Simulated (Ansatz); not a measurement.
**Run report: C$_{2}$H$_{7}$GaO$_{2}$, single-point calculation**

C$_{2}$H$_{7}$GaO$_{2}$, SMILES C[O][GaH][O]C, computed with RKS PBE0-D4/def2-TZVPP (Ansatz 0.2.0).

The geometry comes from this level: PBE0-D4/def2-TZVP.

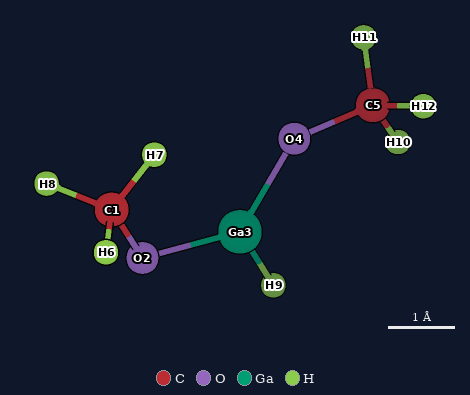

**Figure 1.** The structure (ball-and-stick view, seen at a tilt; atoms are numbered from 1 in the order of the input). Sticks mark near contacts. Bond lengths as drawn: C–H 1.10 Å, C–O 1.40 to 1.41 Å, Ga–H 1.55 Å and Ga–O 1.77 to 1.78 Å.

Key numbers

```json
{"quantity": "outcome", "value": "converged"}
{"quantity": "total energy", "value": "−58649.7025 eV"}
{"quantity": "mean-field energy", "value": "−58649.5187 eV"}
{"quantity": "dispersion energy", "value": "−0.1838 eV"}
{"quantity": "SCF solution under orbital rotations", "value": "stable"}
{"quantity": "HOMO", "value": "−7.63 eV"}
{"quantity": "LUMO", "value": "−0.56 eV"}
{"quantity": "hardware", "value": "4 threads of Arm Neoverse V2, 23 GiB of memory available, shared host"}
{"quantity": "wall time", "value": "3.8 s (CPU time 14 s)"}
{"quantity": "peak memory", "value": "0.75 GiB"}
```

Input
```yaml
crystal:
  periodic: [false, false, false]
  atoms:
    - {symbol: C, position_ang: [-1.954156, 0.894803, 1.076992]}
    - {symbol: O, position_ang: [-0.902718, 0.262327, 1.769465]}
    - {symbol: Ga, position_ang: [0.528218, -0.391176, 0.958810]}
    - {symbol: O, position_ang: [0.495929, -0.163637, -0.807146]}
    - {symbol: C, position_ang: [1.517031, -0.595321, -1.667206]}
    - {symbol: H, position_ang: [-2.075922, 1.917733, 1.449362]}
    - {symbol: H, position_ang: [-1.788563, 0.940664, -0.004809]}
    - {symbol: H, position_ang: [-2.890228, 0.355607, 1.258424]}
    - {symbol: H, position_ang: [1.677090, -1.084765, 1.726644]}
    - {symbol: H, position_ang: [2.344781, -1.095963, -1.145846]}
    - {symbol: H, position_ang: [1.113577, -1.299310, -2.403484]}
    - {symbol: H, position_ang: [1.934950, 0.259037, -2.211217]}
basis:
  gaussian: {orbitals: def2-TZVPP}
hamiltonian: {xc: pbe0, dispersion: d4}
output: {orbitals: {seedname: orbitals}}
```

Command:
```bash
ansatz run in.yaml --threads 4 --pin off --events-out ev --progress --plain --max-ram 10444MiB
```

Output
```
Functional definition: PBE0
  name "PBE0"
  cite "Adamo & Barone, J. Chem. Phys. 110, 6158 (1999) doi:10.1063/1.478522"
  cite "Perdew, Burke & Ernzerhof, Phys. Rev. Lett. 77, 3865 (1996) doi:10.1103/PhysRevLett.77.3865"
  parent pbe
  parameter a = 0.25
  parameter kappa = 0.804
  parameter beta = 0.06672455060314922
  exchange = (1 - a)*pbe_x(kappa = kappa, mu = beta*pi^2/3) + a*exact_x
  correlation = pbe_c(beta = beta)
1488 factors; their error is unknown
mean field evaluation 1: about -58638.1149 eV, gradient 7.8e1 eV
mean field evaluation 2: about -58610.5446 eV, gradient 1.4e2 eV
mean field evaluation 4: about -58649.2368 eV, gradient 6.9e0 eV
mean field evaluation 8: about -58649.3337 eV, gradient 1.6e-1 eV
mean field evaluation 16: about -58649.5186 eV, gradient 2.0e-4 eV
mean field -58649.51861281 eV, -2155.3300549492 hartree, gradient 4.6e-5 eV, S^2 0.000000; 0 other end points of the search recorded, 0 dependent functions left out
reference -58649.51865025 eV, -2155.3300563250 hartree; 33, 33 occupied and 237, 237 virtual orbitals, 1488 factors
Total energy: -58649.70248885 eV, -2155.3368122689 hartree
```

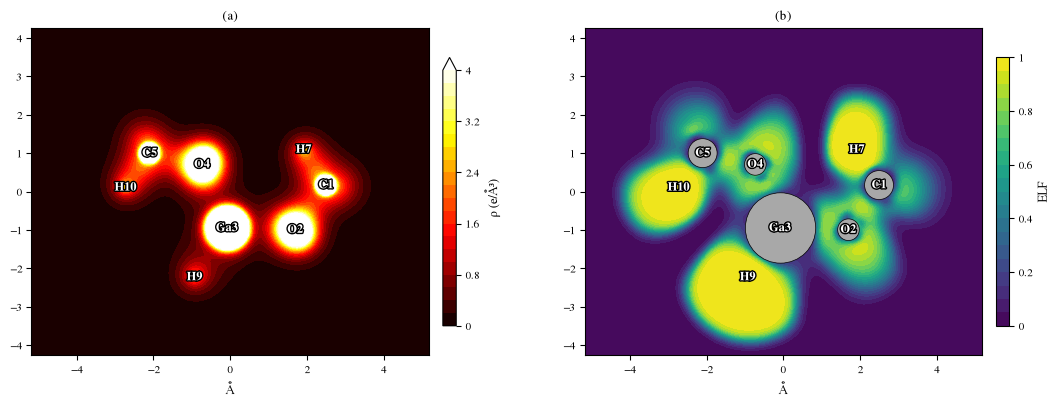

**Figure 2.** (a) electron density; (b) ELF on the plane of atoms O4, Ga3 and H9. Grey discs, where drawn, cover atomic cores. C–O (1.40 Å): ρ at the midpoint is about 2.1 e/Å³, with its minimum of 1.8 e/Å³ about 0.5 Å from C; the ELF peaks at about 0.90 between the atoms (a shared but strongly polarised pair). Ga–O (1.77 Å): ρ is about 0.95 e/Å³ halfway; the ELF peaks at about 0.85 in the valence shell of O, 0.6 Å from its nucleus, and is about 0.25 at the midpoint. C–H (1.10 Å): ρ at the midpoint is about 2 e/Å³; the ELF climbs to about 1 towards the hydrogen, as it does in any bond to H (a covalent bond by its length). Ga–H (1.55 Å): ρ at the midpoint is about 1.1 e/Å³, with its minimum of 0.82 e/Å³ about 0.9 Å from Ga; the ELF climbs to about 1 towards the hydrogen.

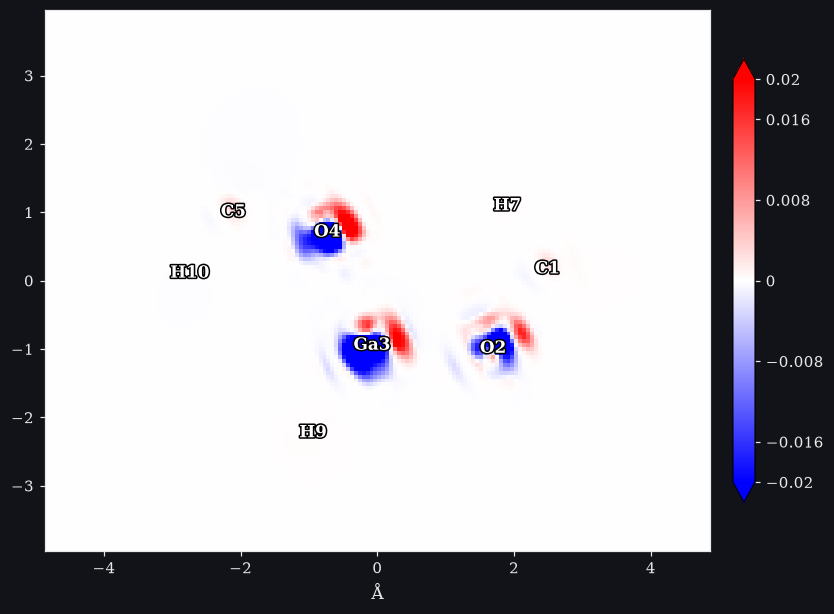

**Figure 3.** One frontier orbital on the plane of atoms O4, Ga3 and H9 (values in Å⁻³ᐟ²; the overall sign is arbitrary). The LUMO, at −0.56 eV. It lies mainly on Ga3 (75 %).

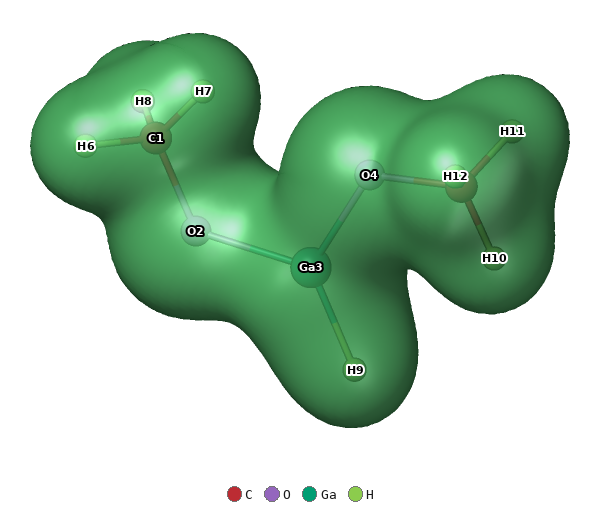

**Figure 4.** Isosurface of the total electron density at 0.1 e/Å³ (green), seen at a tilt. At this value the surface is in one piece. On the grid the lowest density along these lines, outside the cores, is 1.8 e/Å³ (C–O, 1.40 Å), 0.94 e/Å³ (Ga–O, 1.77 Å), 1.9 e/Å³ (C–H, 1.10 Å) and 0.82 e/Å³ (Ga–H, 1.55 Å).

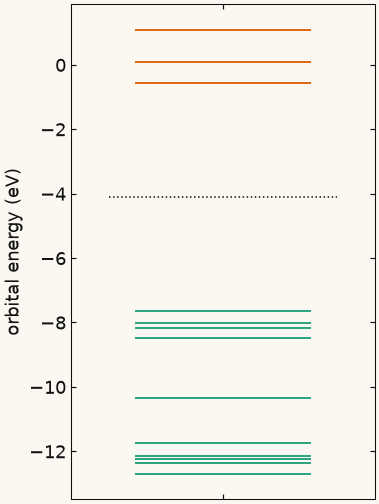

**Figure 5.** Orbital energies near the frontier; the dotted line parts filled from empty levels, and levels within 0.02 eV of each other stand side by side. Highest filled −7.63 eV, lowest empty −0.56 eV, 7.07 eV apart.
